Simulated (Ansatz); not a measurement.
# K+ with HCl: superposition error and deformation, part 2 of 2

Ansatz 0.2.0, Gaussian basis.

## (13) wB97M-V/def2-TZVPPD

free-b/in.yaml reads:

```yaml
crystal:
  periodic: [false, false, false]
  atoms:
    - {symbol: Cl, position_ang: [0.242012, -0.451989, 0.841427]}
    - {symbol: H, position_ang: [-0.277524, 0.518222, 1.492755]}
basis:
  gaussian: {orbitals: "def2-TZVPPD.json"}
hamiltonian: {xc: {name: wB97M-V}}
```

Started as:

```bash
> ansatz run in.yaml --threads 2 --pin off --events-out ev --progress --plain --max-ram 5222MiB
```

Log, shortened:

```text
Functional definition: wB97M-V
  name "wB97M-V"
  cite "Mardirossian & Head-Gordon, J. Chem. Phys. 144, 214110 (2016) doi:10.1063/1.4952647"
  cite "Becke, J. Chem. Phys. 107, 8554 (1997) doi:10.1063/1.475007"
  cite "Vydrov & Van Voorhis, J. Chem. Phys. 133, 244103 (2010) doi:10.1063/1.3521275"
  # Of w^i u^j: cxij and so on, Table III.
[...]
  gx(w, u) = 1 - cx + cx01*u + cx10*w
  gss(w, u) = css00 + css04*u^4 + css10*w + css20*w^2 + css43*w^4*u^3
  gos(w, u) = cos00 + cos10*w + (cos20 + cos21*u)*w^2 + (cos60 + cos61*u)*w^6
[...]
      + integral(e_c_pw_mod_opposite_spin*gos(b97_w_opposite, b97_u_opposite)) + vv10(b, c)
386 factors; their error is unknown
86 factors; integrals over basis functions are off by at most 5.7e-5 eV
[...]
mean field -12538.78046227 eV, -460.7916828979 hartree, gradient 1.8e-5 eV, S^2 0.000000; 0 other end points of the search recorded, 0 dependent functions left out
reference -12538.78052080 eV, -460.7916850487 hartree; 9, 9 occupied and 59, 59 virtual orbitals, 386 factors
Total energy: -12538.78052080 eV, -460.7916850487 hartree
```

Run time: 1.1 s. Hardware: 2 threads of Arm Neoverse V1, shared host.

## (14) B2PLYP/def2-TZVPPD

Changes to free-b/in.yaml since step 13:

```diff
@@ -7,2 +7,2 @@
   gaussian: {orbitals: "def2-TZVPPD.json"}
-hamiltonian: {xc: {name: wB97M-V}}
+hamiltonian: {xc: {name: B2PLYP}}
```

Started as:

```bash
> ansatz run in.yaml --threads 2 --pin off --events-out ev --progress --plain --max-ram 5222MiB
```

Log, shortened:

```text
[... 5 set-up lines as earlier in the session ...]
[...]
386 factors; integrals over basis functions are off by at most 1.1e-3 eV
[...]
mean field -12534.16927222 eV, -460.6222247889 hartree, gradient 1.1e-6 eV, S^2 0.000000; 0 other end points of the search recorded, 0 dependent functions left out
5 core orbitals not correlated: weight in the atoms' cores, before any rotation towards them, 1.000 or more for the frozen orbitals, at most 0.000 for the correlated occupied ones
reference -12534.16939648 eV, -460.6222293554 hartree; 4, 4 occupied and 59, 59 virtual orbitals, 386 factors
second order -6.74872132 eV of doubles, -0.00000000 eV of singles
Total energy: -12535.99155123 eV, -460.6891923076 hartree
```

It took 0.5 s on 2 threads of Arm Neoverse V1, shared host.

## (15) BLYP-D4/def2-TZVPPD

Changes to free-b/in.yaml since step 14:

```diff
@@ -7,2 +7,2 @@
   gaussian: {orbitals: "def2-TZVPPD.json"}
-hamiltonian: {xc: {name: B2PLYP}}
+hamiltonian: {xc: {name: BLYP}, dispersion: d4}
```

Started as:

```bash
> ansatz run in.yaml --threads 2 --pin off --events-out ev --progress --plain --max-ram 5222MiB
```

Log, shortened:

```text
Functional definition: BLYP
  name "BLYP"
[... 2 set-up lines as earlier in the session ...]
  parameter beta = 0.0042
  parameter a = 0.04918
  parameter b = 0.132
  parameter c = 0.2533
  parameter d = 0.349
  exchange = b88_x(beta = beta)
  correlation = lyp_c(a = a, b = b, c = c, d = d)
383 factors; their error is unknown
mean field evaluation 1: about -12539.0556 eV, gradient 1.3e1 eV
mean field evaluation 2: about -12538.9410 eV, gradient 1.6e1 eV
mean field evaluation 4: about -12539.4479 eV, gradient 6.3e-1 eV
mean field evaluation 8: about -12539.4411 eV, gradient 2.4e-3 eV
mean field -12539.44108989 eV, -460.8159605149 hartree, gradient 6.0e-5 eV, S^2 0.000000; 0 other end points of the search recorded, 0 dependent functions left out
reference -12539.44135641 eV, -460.8159703095 hartree; 9, 9 occupied and 59, 59 virtual orbitals, 383 factors
Total energy: -12539.45484552 eV, -460.8164660249 hartree
```

Wall time 0.3 s (2 threads of Arm Neoverse V1, shared host).

## (16) revPBE-D4/def2-TZVPPD

Changes to free-b/in.yaml since step 15:

```diff
@@ -7,2 +7,2 @@
   gaussian: {orbitals: "def2-TZVPPD.json"}
-hamiltonian: {xc: {name: BLYP}, dispersion: d4}
+hamiltonian: {xc: {name: revPBE}, dispersion: d4}
```

Started as:

```bash
> ansatz run in.yaml --threads 2 --pin off --events-out ev --progress --plain --max-ram 5222MiB
```

Log, shortened:

```text
Functional definition: revPBE
  name "revPBE"
  cite "Zhang & Yang, Phys. Rev. Lett. 80, 890 (1998) doi:10.1103/PhysRevLett.80.890"
[... 1 set-up line as earlier in the session ...]
  parameter kappa = 1.245
[... 3 set-up lines as earlier in the session ...]
383 factors; their error is unknown
mean field evaluation 1: about -12536.9762 eV, gradient 1.2e1 eV
mean field evaluation 2: about -12536.9410 eV, gradient 1.4e1 eV
mean field evaluation 4: about -12537.3163 eV, gradient 4.1e-1 eV
mean field evaluation 8: about -12537.3094 eV, gradient 4.5e-3 eV
mean field -12537.30941948 eV, -460.7376230723 hartree, gradient 5.5e-5 eV, S^2 0.000000; 0 other end points of the search recorded, 0 dependent functions left out
reference -12537.30948022 eV, -460.7376253044 hartree; 9, 9 occupied and 59, 59 virtual orbitals, 383 factors
Total energy: -12537.33267713 eV, -460.7384777751 hartree
```

Run time: 0.3 s. Hardware: 2 threads of Arm Neoverse V1, shared host.

## (17) B97M-V/def2-TZVPPD

Changes to free-b/in.yaml since step 16:

```diff
@@ -7,2 +7,2 @@
   gaussian: {orbitals: "def2-TZVPPD.json"}
-hamiltonian: {xc: {name: revPBE}, dispersion: d4}
+hamiltonian: {xc: {name: B97M-V}}
```

Started as:

```bash
> ansatz run in.yaml --threads 2 --pin off --events-out ev --progress --plain --max-ram 5222MiB
```

Log, shortened:

```text
[... 5 set-up lines as earlier in the session ...]
  # Of w^i u^j: cxij and so on, Table III.
[...]
  gx(w, u) = cx00 + cx01*u + cx02*u^2 + (cx10 + cx11*u)*w
  gss(w, u) = css00 + css02*u^2 + css10*w + (css32*w^3 + css42*w^4)*u^2
  gos(w, u) = cos00 + cos01*u + cos03*u^3 + cos10*w + cos32*w^3*u^2
[...]
      + integral(e_c_pw_mod_opposite_spin*gos(b97_w_opposite, b97_u_opposite)) + vv10(b, c)
383 factors; their error is unknown
[...]
mean field -12536.26402556 eV, -460.6992055544 hartree, gradient 3.8e-5 eV, S^2 0.000000; 0 other end points of the search recorded, 0 dependent functions left out
reference -12536.26409663 eV, -460.6992081661 hartree; 9, 9 occupied and 59, 59 virtual orbitals, 383 factors
Total energy: -12536.26409663 eV, -460.6992081661 hartree
```

Wall time 0.95 s (2 threads of Arm Neoverse V1, shared host).

## (18) HSE06-D4/def2-TZVPPD

Changes to free-b/in.yaml since step 17:

```diff
@@ -7,2 +7,2 @@
   gaussian: {orbitals: "def2-TZVPPD.json"}
-hamiltonian: {xc: {name: B97M-V}}
+hamiltonian: {xc: hse06, dispersion: d4}
```

Started as:

```bash
> ansatz run in.yaml --threads 2 --pin off --events-out ev --progress --plain --max-ram 5222MiB
```

Log, shortened:

```text
Functional definition: HSE06
  name "HSE06"
  cite "Heyd, Scuseria & Ernzerhof, J. Chem. Phys. 118, 8207 (2003) doi:10.1063/1.1564060"
  cite "Krukau, Vydrov, Izmaylov & Scuseria, J. Chem. Phys. 125, 224106 (2006) doi:10.1063/1.2404663"
  cite "Heyd & Scuseria, J. Chem. Phys. 120, 7274 (2004) doi:10.1063/1.1668634"
  cite "Ernzerhof & Perdew, J. Chem. Phys. 109, 3313 (1998) doi:10.1063/1.476928"
[... 2 set-up lines as earlier in the session ...]
[...]
  # The whole range is PBE's own exchange, as in plane waves. The composition of these papers is wPBEh.
[...]
393 factors; their error is unknown
31 factors; integrals over basis functions are off by at most 1.5e-4 eV
[...]
mean field -12535.16317563 eV, -460.6587500657 hartree, gradient 8.4e-5 eV, S^2 0.000000; 0 other end points of the search recorded, 0 dependent functions left out
reference -12535.16322255 eV, -460.6587517899 hartree; 9, 9 occupied and 59, 59 virtual orbitals, 393 factors
Total energy: -12535.16739571 eV, -460.6589051508 hartree
```

Run time: 0.4 s. Hardware: 2 threads of Arm Neoverse V1, shared host.

## (19) CCSD(T)/def2-TZVPPD

Changes to free-b/in.yaml since step 18:

```diff
@@ -7,2 +7,2 @@
   gaussian: {orbitals: "def2-TZVPPD.json"}
-hamiltonian: {xc: hse06, dispersion: d4}
+correlation: {method: ccsd_t}
```

Started as:

```bash
> ansatz run in.yaml --threads 2 --pin off --events-out ev --progress --plain --max-ram 5222MiB
```

Log, shortened:

```text
[... 4 set-up lines as earlier in the session ...]
[...]
386 factors; integrals over basis functions are off by at most 1.1e-3 eV
[...]
mean field -12519.95659907 eV, -460.0999186843 hartree, gradient 2.5e-6 eV, S^2 0.000000; 0 other end points of the search recorded, 0 dependent functions left out
5 core orbitals not correlated: weight in the atoms' cores, before any rotation towards them, 1.000 or more for the frozen orbitals, at most 0.000 for the correlated occupied ones
reference -12519.95659907 eV, -460.0999186843 hartree; 4, 4 occupied and 59, 59 virtual orbitals, 386 factors
second order -5.58050392 eV of doubles, -0.00000000 eV of singles
cycle   1  -5.99498536 eV  change   -4.1e-1 eV  update   3.9e-2
[...]
cycle   8  -6.13749268 eV  change    9.2e-7 eV  update   3.3e-6
perturbative correction -0.22600246 eV, -0.0083054371 hartree
Total energy: -12526.32009420 eV, -460.3337728171 hartree
```

It took 0.4 s on 2 threads of Arm Neoverse V1, shared host.

## (20) The split

```csv
method,interaction with counterpoise (meV),without,superposition error,deformation,binding energy
PBE-D4,-324,-328,4,-1,-325
revPBE-D4,-302,-306,3,-1,-303
BLYP-D4,-317,-321,4,-2,-318
r2SCAN-D4,-301,-304,3,0,-301
B97M-V,-307,-309,2,2,-305
PBE0-D4,-318,-320,3,1,-317
B3LYP-D4,-321,-325,4,0,-321
HSE06-D4,-318,-321,3,1,-318
wB97X-V,-309,-312,3,1,-308
wB97M-V,-307,-310,3,1,-307
B2PLYP,-287,-293,7,1,-286
Hartree-Fock,-253,-255,2,3,-250
MP2,-285,-300,16,2,-283
CCSD,-272,-288,16,2,-271
CCSD(T),-275,-292,17,1,-274
```

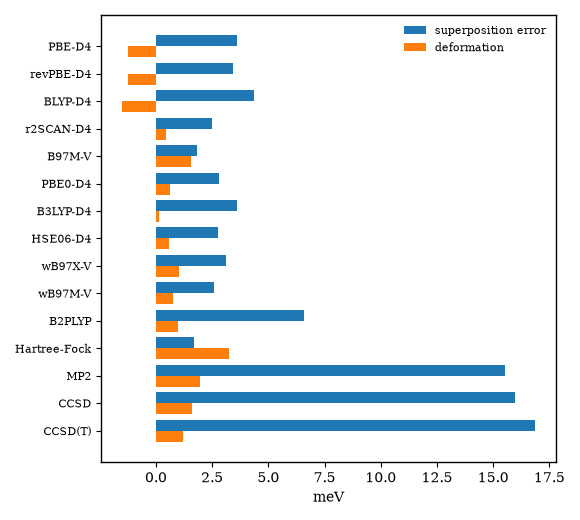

Superposition error and deformation energy by method.

## (21) Results

This closing draws on all 2 parts.

| quantity | value |
| --- | --- |
| interaction, CCSD(T) | -275 meV |
| superposition error | 17 meV |
| deformation | 1 meV |
| binding energy | -274 meV |

In words: In this basis the superposition error is 17 meV for CCSD(T) and 3 meV on average for the plain functionals: correlated methods borrow far more, since they need many more functions to converge. Deformation takes back 0 % of the interaction. The free shapes are PBE0-D4 minima, so other methods can show a small negative deformation energy.
